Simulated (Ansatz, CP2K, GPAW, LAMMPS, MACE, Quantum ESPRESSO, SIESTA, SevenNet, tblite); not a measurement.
# GPAW on amorphous Si0.9Ge0.1 (94 atoms): settings against a plane-wave reference, part 2 of 2

Wanted: GPAW inputs and outputs for amorphous Si0.9Ge0.1 (94 atoms), checked against a plane-wave reference.

Program: GPAW 26.7.0; the method stands at each step. Banners, paths, timers and routine set-up lines are dropped from the logs unmarked, and long logs keep their key lines alone; longer cuts are marked.

So far. Step 3 (PBE, LCAO dzp, h 0.2 Å, other mixer settings): Against the first run (7.2 %), the force difference from the reference is 7.2 %, at 1.5 times the CPU time (on 2 against 1 cores) (26 SCF steps against 17): another solver or mixer reaches the same state. Step 4 (PBE, LCAO szp(dzp), h 0.2 Å): Against the first run (7.2 %), the force difference from the reference is 20 %, at 0.77 times the CPU time, with 846 basis functions against 1222: the smaller basis costs accuracy.

## 5. RPBE, LCAO dzp, h 0.2 Å

Method: Kohn-Sham DFT, RPBE, PAW, atomic orbitals (dzp).

The input, run.py:

```python
import numpy as np
from ase.io import read
from gpaw import GPAW, FermiDirac

atoms = read("structure.xyz")
atoms.calc = GPAW(
    mode="lcao",
    basis="dzp",
    h=0.2,
    xc="RPBE",
    kpts={"size": (1, 1, 1), "gamma": True},
    occupations=FermiDirac(0.05),
    maxiter=200,
    symmetry={"point_group": False},
    txt="gpaw.txt",
)
energy = atoms.get_potential_energy(force_consistent=True)
forces = atoms.get_forces()
print(f"energy {energy:.6f} eV")
print("forces (eV/A)")
for i, (a, f) in enumerate(zip(atoms, forces)):
    print(f"{i:4d} {a.symbol:2s} {f[0]:10.5f} {f[1]:10.5f} {f[2]:10.5f}")
print(f"Fermi level {atoms.calc.get_fermi_level():.4f} eV")
for k in range(len(atoms.calc.get_ibz_k_points())):
    for s in range(atoms.calc.get_number_of_spins()):
        e = atoms.calc.get_eigenvalues(kpt=k, spin=s)
        n = np.searchsorted(e, atoms.calc.get_fermi_level())
        print(f"k {k} spin {s} levels about the Fermi level:", np.round(e[max(n - 6, 0):n], 4).tolist(), "|", np.round(e[n:n + 6], 4).tolist())
```

The input, structure.xyz:

```xyz
94
Lattice="12.40220 0.00000 0.00000 0.00000 12.40220 0.00000 0.00000 0.00000 12.40220" Properties=species:S:1:pos:R:3 pbc="T T T"
[... 94 atom lines left out: the same atoms as in the first run ...]
```

Run with:

```console
$ OMP_NUM_THREADS=1 python run.py > output.txt
```

Log:

```text
energy -432.460674 eV
forces (eV/A)
   0 Si   -0.24171   -0.89015    0.25150
   1 Si    0.02308    0.28095    0.34738
   2 Si   -0.36343    0.70066   -2.07455
   3 Si    0.40131   -1.26595   -0.66016
   4 Si   -2.29309    0.22935    1.19001
   5 Si   -0.13552   -0.45025   -0.05975
   6 Si   -0.97467   -0.09240    1.36709
   7 Si   -0.37091    0.03339   -0.24559
   8 Si    0.96420    0.65457    1.44117
   9 Si    0.64205    0.06933   -1.42363
  10 Si    0.37239    0.24365    0.94528
  11 Si   -0.29216    0.16413   -0.12255
[...]
89 Ge   -1.06353    0.36390   -0.31621
  90 Ge    0.32017   -0.42026    0.90967
  91 Ge    1.02025    0.22114   -1.04414
  92 Ge   -0.53730   -0.30358   -0.29504
  93 Ge    2.12156    0.53714    0.91490
Fermi level 5.5581 eV
k 0 spin 0 levels about the Fermi level: [5.0216, 5.1703, 5.2818, 5.3997, 5.4862, 5.5174] | [5.5713, 5.6674, 5.8064, 5.9489, 6.0937, 6.2618]
```

gpaw.txt:

```text
Input parameters:
  mode=LCAO(),
  basis={'default': 'dzp'},
  h=0.2,
  kpts=MonkhorstPack(size=(1, 1, 1), gamma=True),
  maxiter=200,
  occupations=Occupations(name='fermi-dirac', width=0.05, fixmagmom=False),
  symmetry=Symmetry(point_group=False),
  xc=XC(name='RPBE')
[... lines left out ...]
  Fermi-Dirac:
[... lines left out ...]
convergence criteria:
- Maximum [total energy] change in last 3 cyles: 0.0005 eV / valence electron
[... lines left out ...]
Converged in 18 steps
[... lines left out ...]
  Free energy:    -432.460674
[... lines left out ...]
Fermi level: 5.558
[... lines left out ...]
|          0 |        -6.903 |     2.000 |
|        ... |               |           |
|        180 |         4.860 |     2.000 |
|        181 |         4.901 |     2.000 |
[...]
|        195 |         6.434 |     0.000 |
|        ... |               |           |
|        229 |         7.995 |     0.000 |
Gap: 0.054 eV
Transition (v -> c):
  (s=0, k=0, n=187, [0.00, 0.00, 0.00]) -> (s=0, k=0, n=188, [0.00, 0.00, 0.00])
No difference between direct/indirect transitions
Force computation time: 44.157  # s
timing:  # [seconds]
  Total:  385.245  # ━━━━━━━━━━━━━━━━━━━━━━━━━━━━━━━━━━━━━━━━━━━━━━━━━━━━━━━━
  Init:    10.770  # ━╸
  SCF:    330.289  # ━━━━━━━━━━━━━━━━━━━━━━━━━━━━━━━━━━━━━━━━━━━━━━━━
  Forces:  44.157  # ━━━━━━╸
```

Wall time 6.4 min (1 thread of Arm Neoverse V2, shared host); peak memory 2.2 GiB.

Numbers from this run, and their distance from the reference:

| Quantity | Value |
| --- | --- |
| r.m.s. force component | 0.8094 eV/Å |
| r.m.s. difference of force components | 73.71 meV/Å |
| longest difference of force vectors | 359.4 meV/Å |
| force difference over r.m.s. force | 9.787 % |
| slope of forces against the reference's | 1.073 |
| correlation of force components | 0.9981 |

Against the first run (7.2 %), the force difference from the reference is 9.8 %, at 1.1 times the CPU time; the model has changed, so this is no error of the program alone.

## 6. Side by side

Differences are against the plane-wave reference, forces as r.m.s. over components; share is that over the reference's r.m.s. force, slope the least-squares factor from reference forces to these. Total energies of different programs have different zeros and aren't compared.

```csv
run,"Δ force, r.m.s. (meV/Å)",share (%),slope,cores,CPU time,memory (GiB)
reference,-,-,-,4,16 min,6.4
"GPAW PBE, LCAO dzp, h 0.2 Å",54.0,7.17,1.050,1,6.1 min,2.2
"GPAW PBE, LCAO dzp, h 0.2 Å, other mixer settings",54.1,7.18,1.050,2,9.4 min,2.3
"GPAW PBE, LCAO szp(dzp), h 0.2 Å (coarse)",149,19.7,1.113,1,4.7 min,2.1
"GPAW RPBE, LCAO dzp, h 0.2 Å",73.7,9.79,1.073,1,6.4 min,2.2
```

Rows marked coarse were listed beforehand as settings not expected to be converged; some can still land near the reference.

CPU time is summed over cores on a shared host, where runs went side by side, so it is rough. Symmetry, cutoffs, thresholds, outputs and thread counts weren't matched or tuned between programs; memory under MPI is the largest rank's times the ranks.

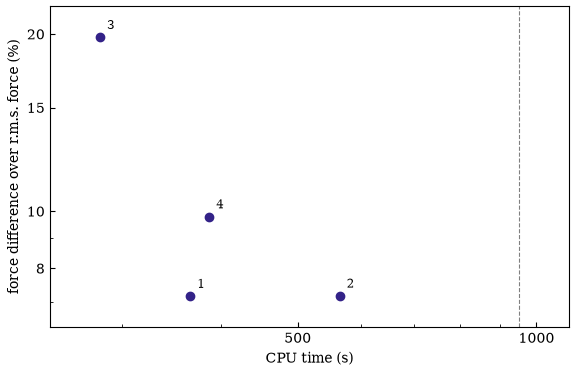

Force difference against CPU time; the dashed line marks the reference's time. Points: 1 GPAW PBE, LCAO dzp, h 0.2 Å; 2 GPAW PBE, LCAO dzp, h 0.2 Å, other mixer settings; 3 GPAW PBE, LCAO szp(dzp), h 0.2 Å; 4 GPAW RPBE, LCAO dzp, h 0.2 Å.

Within one program, basis, potentials and functional, energies share a zero. Each run against its twin at the usual cutoff or grid and solver:

```csv
run,twin,Δ energy (meV/atom),"Δ force, r.m.s. (meV/Å)",CPU time over the twin's
"GPAW PBE, LCAO dzp, h 0.2 Å, other mixer settings","LCAO dzp, h 0.2 Å",1.0e-4,1.51,1.5 (this twin ran on 1 cores)
```

## 7. Outcome

| Property | Result |
| --- | --- |
| nearest in forces | a tie at 7.2 % of 2 runs: GPAW PBE, LCAO dzp, h 0.2 Å; GPAW PBE, LCAO dzp, h 0.2 Å, other mixer settings |

The PBE runs in local orbitals, coarse settings apart, differ by 7.2 % in each run; basis, grid and potentials can all enter. Rows with another functional or a dispersion term differ by 9.8 % (GPAW RPBE, LCAO dzp, h 0.2 Å), which mixes the change of model with differences of basis and potentials. Runs with settings chosen to be coarse differ by 20 % (GPAW PBE, LCAO szp(dzp), h 0.2 Å), their programs' other errors included. Of the electronic-structure runs that take under half the reference's CPU time, GPAW PBE, LCAO dzp, h 0.2 Å comes nearest, at 7.2 % in 6.1 min against 16 min. GPAW PBE, LCAO szp(dzp), h 0.2 Å stiffens the forces by a factor of 1.11 while following their directions (correlation 0.990); the slopes of the 4 GPAW runs lie between 1.05 and 1.11. The potentials hold different valence shells: 466 electrons in the reference, 376 in GPAW; this bears on time and differences. GPAW's setups keep the filled d shell of Ge in the core. The quench rate of 3 K/ps is many orders above laboratory rates, so the cell is likely richer in defects and strain than a real sample. The network of bonds at the start is that of the classical potential that made the cell, and needn't be the one that DFT or experiment would give. The electronic-structure runs sample only Γ, in a cell whose shortest periodic width is 12 Å, which is coarse for a cell with partly filled levels.

[Also dropped from logs without a mark: logging warnings of Python, and SIESTA's first energy breakdown and zero terms.]

[Logs are printed without paths, hosts, clocks, repeated set-up lines and the standing remarks that a program may print on its own settings, such as how far it seeks lower states.]

[Hosts, paths, dates, database ids (printed as entryN), source tags and the programs' standing remarks are cut or masked in the printed files.]
